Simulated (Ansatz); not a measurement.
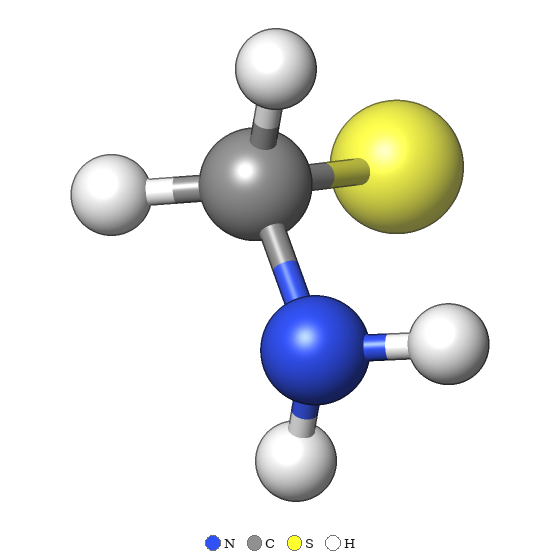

A ball-and-stick model of a molecule.

The species is neutral and a spin doublet. Computed geometry: PBE0-D4/def2-TZVP optimisation. No frequency run is at hand to confirm it as a minimum.

What does the picture show?

It has 7 atoms: 1 carbon, 4 hydrogen, 1 nitrogen and 1 sulfur (CH₄NS). This geometry has Cs symmetry. It is an open-shell species. Coordination: 1 N trigonal pyramidal; 1 C tetrahedral.

The parts below concern this one geometry. Atoms keep their numbers from picture to picture.

### Shape

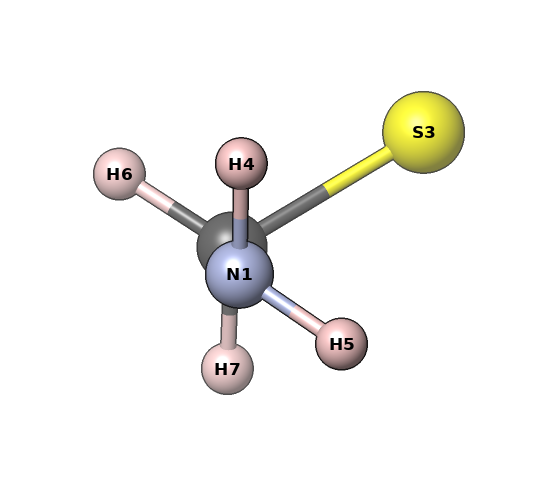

C2 lies behind N1. The molecule seen nearly along the N1–C2 bond, N1 in front. Distant atoms are faded towards the background colour. No frequency run is at hand to confirm it as a minimum.

What is the torsion angle H4–N1–C2–S3? The sign is positive where the front bond must turn clockwise to cover the back bond.

Answer. 61°, synclinal (gauche).

### Electronic properties

No frequency run is at hand to confirm it as a minimum. Properties computed with UHF-CCSD(T), frozen core/def2-TZVPP (Ansatz 0.2.0).

Predict the main results.

- ⟨S²⟩ of the determinant: 0.765
- T1 diagnostic: 0.021

### Charges

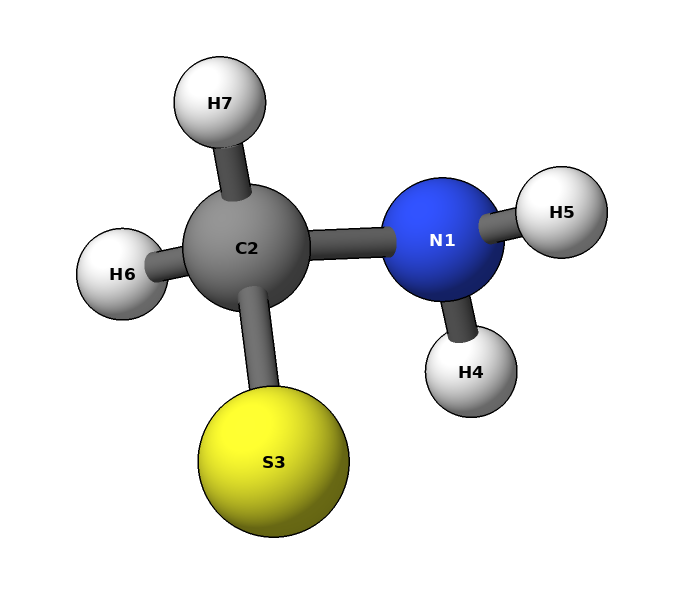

The questions are on Mulliken charges. No frequency run is at hand to confirm it as a minimum. Level of theory: UKS PBE0-D4/def2-TZVP (Ansatz 0.2.0).

Which atom carries the highest charge (most positive or least negative)?

Answer. H4, H5 (0.24 e).

And the lowest?

Answer. N1 (−0.46 e).

Give the Mulliken charges atom by atom.

| atom | value (e) |
| --- | --- |
| N1 | −0.46 |
| C2 | −0.10 |
| S3 | −0.20 |
| H4 | 0.24 |
| H5 | 0.24 |
| H6 | 0.14 |
| H7 | 0.14 |

### Dipole moment

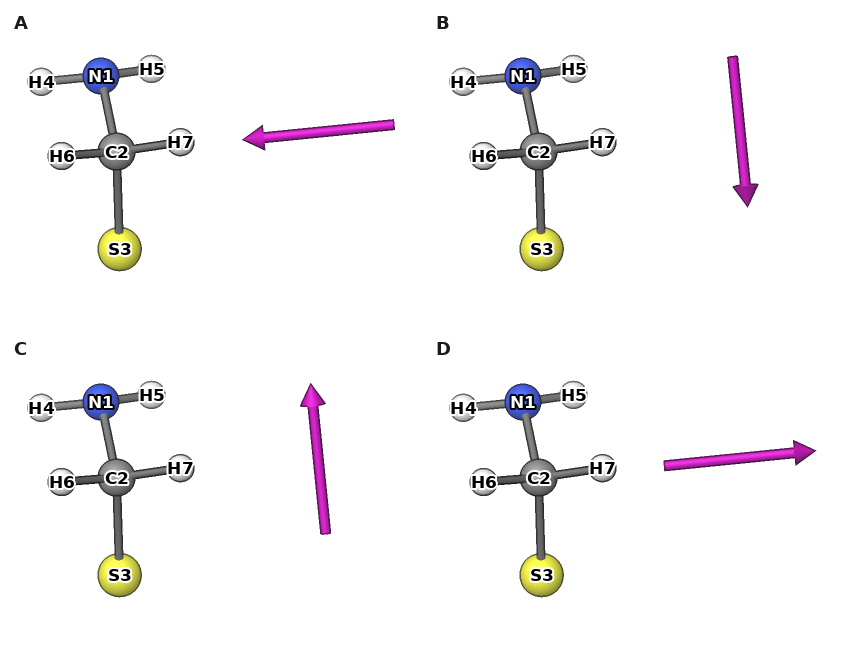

The same molecule four times, each with an arrow. No frequency run is at hand to confirm it as a minimum. Level of theory: UKS PBE0-D4/def2-TZVP (Ansatz 0.2.0).

Which arrow points along the dipole moment, from the negative to the positive end?

Answer. C. The dipole moment is 1.50 D; it points from the side of S3 to the side of N1, H4, H5 (the outermost atoms at the two ends).

Mulliken values depend strongly on the basis set and can even reverse the polarity of a bond.
